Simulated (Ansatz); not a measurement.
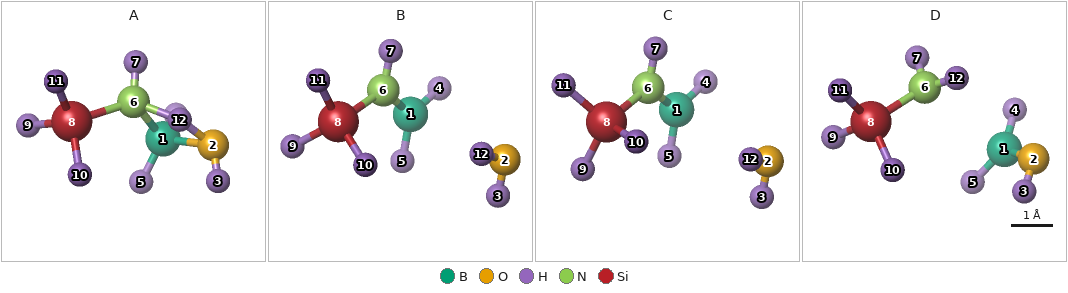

4 geometries from a converged minimum-energy path of BSiNH₈O, made up at the start of BH3O and SiNH5, shuffled. A ball-and-stick model, seen at a tilt.

The calculation used RHF/6-31G* in Ansatz 0.2.0. Set-up: 5 movable images; climbing image; force threshold 0.05 eV/Å; iteration limit 60; starting path through a guess of the saddle point.

Q: One of them is the converged climbing image. Which?

A: A. In order along the path, whose images run from 0 to 6: D (image 0, 0.0 kcal/mol), A (image 3, +33.5 kcal/mol), B (image 5, +5.9 kcal/mol), C (image 6, +5.7 kcal/mol). Breaking: B1–O2 (1.35 → 1.60 at the top → 3.10 Å), N6–H12 (1.00 → 1.31 at the top → 3.41 Å). Forming: B1–N6 (2.86 → 1.60 at the top → 1.41 Å), O2–H12 (2.88 → 1.19 at the top → 0.95 Å).

Limits of the set-up: the start holds two separate molecules, 2.9 Å apart at their closest, whose relative position is a soft coordinate and is computed without a dispersion correction; Hartree-Fock leaves out electron correlation.
